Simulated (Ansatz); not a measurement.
**H2Cl (doublet): correlated methods under varied settings at distance Cl1–H2 along a hydrogen transfer = 1.279 Å**

What do other methods and options give for H2Cl (doublet) at this geometry, and how long do they take?

Method: the settings change from run to run; program: Ansatz 0.2.0, Gaussian basis.

10 further runs of the same task are left out: 2 for a mislabelled method, 7 that didn't finish, 1 set aside as unsound or not needed.

**1. The system**

The geometry derives from fragments relaxed apart (PBE0/def2-TZVP) and kept rigid, so it is no stationary point. A hydrogen atom is moved between rigid fragments.

3 atoms, charge 0, spin multiplicity 2.

Atoms are counted from 1 here; the program's logs count them from 0.

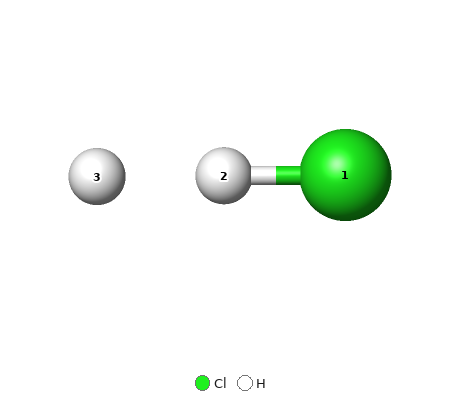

The geometry (chlorine green, hydrogen white); atoms are numbered from 1 in the order of the file.

**2. BCCD(T) on ROHF/6-31G***

in.yaml reads:

```yaml
crystal:
  periodic: [false, false, false]
  atoms:
    - {symbol: Cl, position_ang: [0.000000, 0.000000, -1.298267]}
    - {symbol: H, position_ang: [0.000000, 0.000000, -0.019467]}
    - {symbol: H, position_ang: [0.000000, 0.000000, 1.317733]}
basis:
  gaussian: {orbitals: "6-31G*"}
magnetization: {spin_polarized: false, initial_magnetization: 1}
correlation: {method: bccd_t, electrons: outside_noble_gas}
scf: {lower_state_search: off}
output: {forces: true}
```

The run is started by

```console
$ ansatz run in.yaml --threads 1 --pin off --events-out ev --progress --plain --max-ram 2393MiB
```

Output, cut to the lines that bear on the results:

```text
Functional definition: HF
  name "HF"
  cite "Fock, Z. Phys. 61, 126 (1930) doi:10.1007/BF01340294"
  parent pbe
[...]
228 factors; integrals over basis functions are off by at most 9.1e-4 eV
[...]
mean field -12532.05757373 eV, -460.5446213009 hartree, gradient 1.3e-6 eV, S^2 0.750000; 0 other end points of the search recorded, 0 dependent functions left out
5 core orbitals not correlated: weight in the atoms' cores, before any rotation towards them, 1.000 or more for the frozen orbitals, at most 0.000 for the correlated occupied ones
reference -12532.05757373 eV, -460.5446213009 hartree; 5, 4 occupied and 13, 14 virtual orbitals, 228 factors
second order -3.65223057 eV of doubles, -0.01482717 eV of singles
cycle   1  -4.03308616 eV  change   -3.7e-1 eV  update   3.6e-2
[...]
cycle  10  -4.13717588 eV  change   -1.7e-6 eV  update   1.8e-6
perturbative correction -0.06724555 eV, -0.0024712285 hartree
[...]
Total energy: -12536.26199517 eV, -460.6991309389 hartree
Atom 0 at     0.000000     0.000000    -1.298267 Å, force    -0.000000     0.000000    -1.166649 eV/Å
Atom 1 at     0.000000     0.000000    -0.019467 Å, force     0.000000    -0.000000     0.411312 eV/Å
Atom 2 at     0.000000     0.000000     1.317733 Å, force     0.000000     0.000000     0.755336 eV/Å
Dipole moment:     0.000000    -0.000000     0.329318 e Å
Checks for a lower state left out: starts, cluster_reference, orbital_swaps, neighbouring_geometries, increment
```

Wall time 0.57 s (1 thread of Arm Neoverse V1, shared host).

From the report: correlation -4.2044 eV; largest double amplitude 0.05.

**3. BCCD on UHF/cc-pVDZ**

in.yaml reads:

```yaml
crystal:
  periodic: [false, false, false]
  atoms:
    - {symbol: Cl, position_ang: [0.000000, 0.000000, -1.298267]}
    - {symbol: H, position_ang: [0.000000, 0.000000, -0.019467]}
    - {symbol: H, position_ang: [0.000000, 0.000000, 1.317733]}
basis:
  gaussian: {orbitals: cc-pVDZ}
magnetization: {spin_polarized: true, initial_magnetization: 1}
correlation: {method: bccd, electrons: valence, diis_vectors: 1}
scf: {lower_state_search: full}
output: {forces: true}
```

Same command.

Output, cut to the lines that bear on the results:

```text
Functional definition: HF
  name "HF"
  cite "Fock, Z. Phys. 61, 126 (1930) doi:10.1007/BF01340294"
  parent pbe
[...]
286 factors; integrals over basis functions are off by at most 1.1e-3 eV
[...]
mean field -12532.93213644 eV, -460.5767608876 hartree, gradient 3.3e-6 eV, S^2 0.755065; 2 other end points of the search recorded, 0 dependent functions left out
5 core orbitals not correlated: weight in the atoms' cores, before any rotation towards them, 1.000 or more for the frozen orbitals, at most 0.000 for the correlated occupied ones
reference -12532.93213644 eV, -460.5767608876 hartree; 5, 4 occupied and 18, 19 virtual orbitals, 286 factors
second order -4.07789286 eV of doubles, -0.00000000 eV of singles
cycle   1  -4.43897864 eV  change   -3.6e-1 eV  update   3.5e-2
[...]
cycle  13  -4.53960119 eV  change    1.8e-6 eV  update   2.4e-6
[...]
Total energy: -12537.47173763 eV, -460.7435881542 hartree
Atom 0 at     0.000000     0.000000    -1.298267 Å, force    -0.000000     0.000000    -1.232127 eV/Å
Atom 1 at     0.000000     0.000000    -0.019467 Å, force     0.000000     0.000000     0.691259 eV/Å
Atom 2 at     0.000000     0.000000     1.317733 Å, force     0.000000     0.000000     0.540869 eV/Å
Dipole moment:     0.000000    -0.000000     0.315358 e Å
```

It took 0.84 s on 1 thread of Arm Neoverse V1, shared host.

From the report: ⟨S²⟩ of the determinant 0.755 (pure doublet: 0.75); correlation -4.5396 eV; largest double amplitude 0.04.

**4. MRCISD+Q(7,4)/def2-mTZVP**

in.yaml reads:

```yaml
crystal:
  periodic: [false, false, false]
  atoms:
    - {symbol: Cl, position_ang: [0.000000, 0.000000, -1.298267]}
    - {symbol: H, position_ang: [0.000000, 0.000000, -0.019467]}
    - {symbol: H, position_ang: [0.000000, 0.000000, 1.317733]}
basis:
  gaussian: {orbitals: def2-mTZVP}
magnetization: {spin_polarized: false, initial_magnetization: 1}
correlation: {method: fic_mrcisd_q, electrons: outside_noble_gas, active_space: {window: {electrons: 7, orbitals: 4}}}
```

The command is unchanged.

Output, cut to the lines that bear on the results:

```text
Functional definition: HF
  name "HF"
  cite "Fock, Z. Phys. 61, 126 (1930) doi:10.1007/BF01340294"
  parent pbe
[...]
259 factors; integrals over basis functions are off by at most 7.6e-4 eV
[...]
mean field -12532.82990209 eV, -460.5730038445 hartree, gradient 2.3e-6 eV, S^2 0.750000; 0 other end points of the search recorded, 0 dependent functions left out
reference -12532.82990209 eV, -460.5730038445 hartree; 10, 9 occupied and 18, 19 virtual orbitals, 259 factors
state -12532.82990209 eV, -460.5730038445 hartree
contracted CI cycle   1: correlation 0.00000000 eV, 0.0000000000 hartree, residual 1.85e1 eV
contracted CI cycle   2: correlation -4.18429115 eV, -0.1537698637 hartree, residual 2.38e0 eV
contracted CI cycle   3: correlation -4.26428303 eV, -0.1567095110 hartree, residual 6.33e-1 eV
contracted CI cycle   4: correlation -4.26966887 eV, -0.1569074368 hartree, residual 1.44e-1 eV
contracted CI cycle   5: correlation -4.26995301 eV, -0.1569178788 hartree, residual 3.86e-2 eV
contracted CI cycle   6: correlation -4.26997416 eV, -0.1569186560 hartree, residual 1.17e-2 eV
contracted CI cycle   7: correlation -4.26997579 eV, -0.1569187161 hartree, residual 2.88e-3 eV
contracted CI cycle   8: correlation -4.26997590 eV, -0.1569187202 hartree, residual 8.24e-4 eV
state -12532.82990209 eV, -460.5730038445 hartree; corrected -12537.36777767 eV, -460.7397676964 hartree
WARN: 3 active orbitals are nearly empty or full. The corrections depend on them more than the energy does, and are more stable in an active space without them
Total energy: -12537.36777767 eV, -460.7397676964 hartree
```

Wall time 0.48 s (1 thread of Arm Neoverse V1, shared host).

From the report: 2 determinants; active occupations 2.00, 2.00, 2.00, 1.00. The report marks this result as in doubt.

**5. CCSD on ROHF/pcseg-2**

in.yaml reads:

```yaml
crystal:
  periodic: [false, false, false]
  atoms:
    - {symbol: Cl, position_ang: [0.000000, 0.000000, -1.298267]}
    - {symbol: H, position_ang: [0.000000, 0.000000, -0.019467]}
    - {symbol: H, position_ang: [0.000000, 0.000000, 1.317733]}
basis:
  gaussian: {orbitals: pcseg-2}
magnetization: {spin_polarized: false, initial_magnetization: 1}
correlation: {method: ccsd, electrons: valence}
```

Launched as before.

Output, cut to the lines that bear on the results:

```text
Functional definition: HF
  name "HF"
  cite "Fock, Z. Phys. 61, 126 (1930) doi:10.1007/BF01340294"
  parent pbe
[...]
366 factors; integrals over basis functions are off by at most 1.0e-3 eV
[...]
mean field -12533.22791932 eV, -460.5876307080 hartree, gradient 5.1e-6 eV, S^2 0.750000; 0 other end points of the search recorded, 0 dependent functions left out
5 core orbitals not correlated: weight in the atoms' cores, before any rotation towards them, 1.000 or more for the frozen orbitals, at most 0.000 for the correlated occupied ones
reference -12533.22791932 eV, -460.5876307080 hartree; 5, 4 occupied and 52, 53 virtual orbitals, 366 factors
second order -5.37178601 eV of doubles, -0.01544337 eV of singles
cycle   1  -5.81891333 eV  change   -4.3e-1 eV  update   4.2e-2
[...]
cycle   9  -5.97342013 eV  change    1.6e-6 eV  update   1.1e-5
Total energy: -12539.20133945 eV, -460.8071498489 hartree
```

Wall time 0.96 s (1 thread of Arm Neoverse V1, shared host).

From the report: correlation -5.9734 eV; T1 0.014; largest double amplitude 0.04.

**6. MRCISD+Q(1,6)/6-31G**

in.yaml, as its differences from that of step 5:

```diff
@@ -7,4 +7,4 @@
 basis:
-  gaussian: {orbitals: pcseg-2}
+  gaussian: {orbitals: 6-31G}
 magnetization: {spin_polarized: false, initial_magnetization: 1}
-correlation: {method: ccsd, electrons: valence}
+correlation: {method: fic_mrcisd_q, electrons: outside_noble_gas, active_space: {window: {electrons: 1, orbitals: 6}, states: [{multiplicity: 2, weights: [1, 0.5]}], root: 1}}
```

Same command.

Output, cut to the lines that bear on the results:

```text
Functional definition: HF
  name "HF"
  cite "Fock, Z. Phys. 61, 126 (1930) doi:10.1007/BF01340294"
  parent pbe
[...]
316 factors; integrals over basis functions are off by at most 5.2e-8 eV
[...]
mean field -12531.47860456 eV, -460.5233445761 hartree, gradient 1.3e-6 eV, S^2 0.750000; 0 other end points of the search recorded, 0 dependent functions left out
reference -12531.47860456 eV, -460.5233445761 hartree; 10, 9 occupied and 7, 8 virtual orbitals, 316 factors
state -12531.32565810 eV, -460.5177238974 hartree
state -12519.11769945 eV, -460.0690896922 hartree
contracted CI cycle   1: correlation 0.00000000 eV, 0.0000000000 hartree, residual 9.77e0 eV
contracted CI cycle   2: correlation -1.62827775 eV, -0.0598381036 hartree, residual 2.04e0 eV
contracted CI cycle   3: correlation -1.71961794 eV, -0.0631947937 hartree, residual 5.72e-1 eV
contracted CI cycle   4: correlation -1.72640385 eV, -0.0634441712 hartree, residual 1.65e-1 eV
[...]
contracted CI cycle  37: correlation -1.55009390 eV, -0.0569649002 hartree, residual 6.04e-4 eV
contracted CI cycle  38: correlation -1.55009390 eV, -0.0569649001 hartree, residual 1.28e-4 eV
contracted CI cycle  39: correlation -1.55009390 eV, -0.0569649001 hartree, residual 6.86e-5 eV
contracted CI cycle  40: correlation -1.55009390 eV, -0.0569649001 hartree, residual 2.19e-4 eV
contracted CI cycle  41: correlation -1.55009390 eV, -0.0569649001 hartree, residual 4.94e-5 eV
contracted CI cycle  42: correlation -1.55009390 eV, -0.0569649001 hartree, residual 2.35e-5 eV
contracted CI cycle  43: correlation -1.55009390 eV, -0.0569649001 hartree, residual 7.79e-5 eV
contracted CI cycle  44: correlation -1.55009390 eV, -0.0569649001 hartree, residual 1.74e-5 eV
contracted CI cycle  45: correlation -1.55009390 eV, -0.0569649001 hartree, residual 8.08e-6 eV
state -12519.11769945 eV, -460.0690896922 hartree; corrected -12521.29598462 eV, -460.1491401956 hartree
WARN: 4 active orbitals are nearly empty or full. The corrections depend on them more than the energy does, and are more stable in an active space without them
Total energy: -12521.29598462 eV, -460.1491401956 hartree
```

Run time: 1.2 s. Hardware: 1 thread of Arm Neoverse V1, shared host.

From the report: 4 determinants; active occupations (of the averaged states) 0.67, 0.33, 0.00, 0.00, 0.00, 0.00. The report marks this result as in doubt.

**7. CASSCF(1,2)/6-31++G****

in.yaml reads:

```yaml
crystal:
  periodic: [false, false, false]
  atoms:
    - {symbol: Cl, position_ang: [0.000000, 0.000000, -1.298267]}
    - {symbol: H, position_ang: [0.000000, 0.000000, -0.019467]}
    - {symbol: H, position_ang: [0.000000, 0.000000, 1.317733]}
basis:
  gaussian: {orbitals: "6-31++G**"}
magnetization: {spin_polarized: false, initial_magnetization: 1}
correlation: {active_space: {window: {electrons: 1, orbitals: 2}}}
output: {forces: true}
```

Same command.

Output, cut to the lines that bear on the results:

```text
Functional definition: HF
  name "HF"
  cite "Fock, Z. Phys. 61, 126 (1930) doi:10.1007/BF01340294"
  parent pbe
[...]
310 factors; integrals over basis functions are off by at most 1.1e-3 eV
[...]
mean field -12532.28286624 eV, -460.5529006479 hartree, gradient 3.0e-6 eV, S^2 0.750000; 0 other end points of the search recorded, 0 dependent functions left out
reference -12532.28286624 eV, -460.5529006479 hartree; 10, 9 occupied and 25, 26 virtual orbitals, 310 factors
state -12532.28286624 eV, -460.5529006479 hartree
[...]
Total energy: -12532.28286624 eV, -460.5529006479 hartree
Atom 0 at     0.000000     0.000000    -1.298267 Å, force    -0.000000     0.000000    -0.376537 eV/Å
Atom 1 at     0.000000     0.000000    -0.019467 Å, force     0.000000    -0.000000    -0.629312 eV/Å
Atom 2 at     0.000000     0.000000     1.317733 Å, force    -0.000000    -0.000000     1.005849 eV/Å
Dipole moment:    -0.000000     0.000000     0.362169 e Å
```

It took 0.3 s on 1 thread of Arm Neoverse V1, shared host.

From the report: 2 determinants; active occupations 1.00, 0.00. With so small a space the active step adds no correlation: the energy is the mean field's.

**8. HF/6-31G**

in.yaml reads:

```yaml
crystal:
  periodic: [false, false, false]
  atoms:
    - {symbol: Cl, position_ang: [0.000000, 0.000000, -1.298267]}
    - {symbol: H, position_ang: [0.000000, 0.000000, -0.019467]}
    - {symbol: H, position_ang: [0.000000, 0.000000, 1.317733]}
basis:
  gaussian: {orbitals: 6-31G}
magnetization: {spin_polarized: true, initial_magnetization: 1}
hamiltonian: {xc: hf}
output: {forces: true, orbitals: {seedname: orbitals}}
```

Same command.

Output, cut to the lines that bear on the results:

```text
Functional definition: HF
  name "HF"
  cite "Fock, Z. Phys. 61, 126 (1930) doi:10.1007/BF01340294"
  parent pbe
[...]
204 factors; integrals over basis functions are off by at most 4.3e-4 eV
[...]
mean field -12531.51507507 eV, -460.5246848427 hartree, gradient 3.3e-5 eV, S^2 0.756356; 0 other end points of the search recorded, 0 dependent functions left out
[...]
reference -12531.51507507 eV, -460.5246848427 hartree; 10, 9 occupied and 7, 8 virtual orbitals, 204 factors
Total energy: -12531.51507507 eV, -460.5246848427 hartree
Atom 0 at     0.000000     0.000000    -1.298267 Å, force    -0.000000    -0.000000    -1.538919 eV/Å
Atom 1 at     0.000000     0.000000    -0.019467 Å, force    -0.000000    -0.000000     0.777584 eV/Å
Atom 2 at     0.000000     0.000000     1.317733 Å, force     0.000000     0.000000     0.761335 eV/Å
Dipole moment:     0.000000    -0.000000     0.419525 e Å
```

Wall time 0.12 s (1 thread of Arm Neoverse V1, shared host).

From the report: ⟨S²⟩ of the determinant 0.756 (pure doublet: 0.75).

**9. The runs in one table**

Where basis and cores are those of an earlier FCI/6-31G run (-12533.1248 eV), and the state is the same kind, the miss against it is given. † marks a result that the program doubts.

| level | correlated | functions | energy (eV) | from FCI (meV) | time |
| --- | --- | --- | --- | --- | --- |
| BCCD(T) on ROHF/6-31G* | outside noble gas | 23 | -12536.2620 |  | 0.57 s |
| BCCD on UHF/cc-pVDZ | valence | 28 | -12537.4717 |  | 0.84 s |
| MRCISD+Q(7,4)/def2-mTZVP † | outside noble gas | 28 | -12537.3678 |  | 0.48 s |
| CCSD on ROHF/pcseg-2 | valence | 62 | -12539.2013 |  | 0.96 s |
| MRCISD+Q(1,6)/6-31G (excited root 1 of an average) † | outside noble gas | 17 | -12521.2960 |  | 1.2 s |
| CASSCF(1,2)/6-31++G** |  | 35 | -12532.2829 |  | 0.3 s |
| HF/6-31G |  | 17 | -12531.5151 | 1609.7 | 0.12 s |

**10. What came out**

| quantity | value |
| --- | --- |
| runs | 7 |
| quickest | HF/6-31G, 0.12 s |
| slowest | MRCISD+Q(1,6)/6-31G (excited root 1 of an average) †, 1.2 s |

Total energies in different bases, with other cores or another treatment of relativity can't be set against each other. MRCISD+Q(1,6)/6-31G (excited root 1 of an average) † took 10 times as long as HF/6-31G; the jobs differ in more than the method. Hartree-Fock, CASSCF and CASCI lack dynamic correlation by design.
